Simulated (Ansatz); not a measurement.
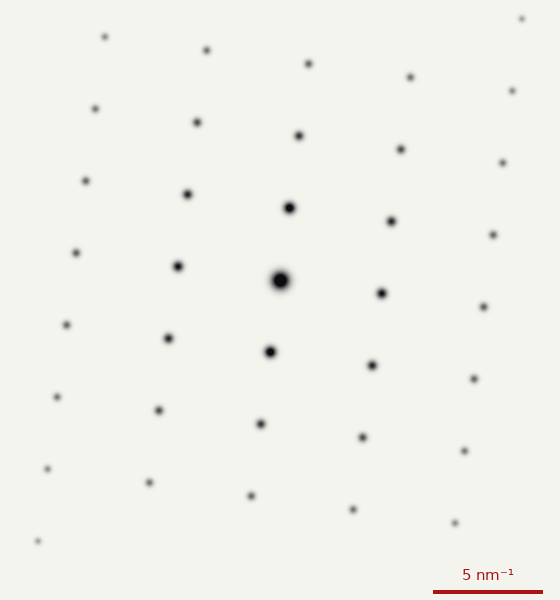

Kinematic zone-axis pattern, calculated for 200 keV electrons with B = 0.5 Å².

### What net do the spots form, and what spacings does it show?

The spots form a rectangular net whose two shortest vectors correspond to d = 2.99 Å and 2.12 Å, 90.0° apart.

### What is the point symmetry of the pattern, intensities included?

2mm. A zero-layer kinematic pattern is always centrosymmetric (Friedel's law).

### What was simulated?

This cannot be fixed from one zone alone; the pattern is [110] of Na, space group Im-3m (No. 229), a = 4.23 Å. The net vectors are 1 -1 0 and 0 0 2. Structure: the input geometry of an electronic-structure calculation (not necessarily at equilibrium).
